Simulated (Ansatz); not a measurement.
Partial pair distribution functions of a relaxed model of amorphous Si$_{16}$O$_{24}$C$_{16}$H$_{40}$, broadened by 0.06 Å; density 1.20 g/cm³. Level of theory: PBE, scalar-relativistic without spin-orbit coupling (plane waves to 420 eV, PAW; Ansatz, an electronic-structure program).

It comes from a melt-quench run on a machine-learned potential (CHGNet), relaxed afterwards by DFT. O atoms were pushed apart under 1.9 Å during the dynamics, to hinder bonds among them. The hot cell started wider than the set density and was brought back towards it in steps. It is the lowest in DFT energy of 2 quenches. It is a model cell: composition and starting density were chosen by hand, and all elements were melted together. No dispersion term was used. Its density started from a set value of 1.20 and ended at 1.20 g/cm³. Cooling (nominally 340 K/ps over its main leg) ran many orders faster than in experiment, which tends to leave more defects and strain. One small periodic cell is one sample of the glass; other quenches scatter about these values. The volume was held where the preparation left it, at a PBE pressure of 0.1 GPa. Cycles of charging lowered its energy after that relaxation.

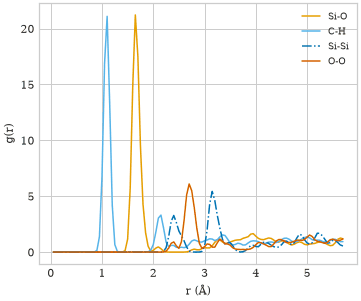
*Partial pair distribution functions*

Highest peaks under 4.5 Å: Si-O near 1.65 Å, C-H near 1.10 Å, Si-Si near 3.15 Å, O-O near 2.70 Å; pairs of few atoms are noisy.

Within 2.26 Å each Si has 2.25 O neighbours on average.
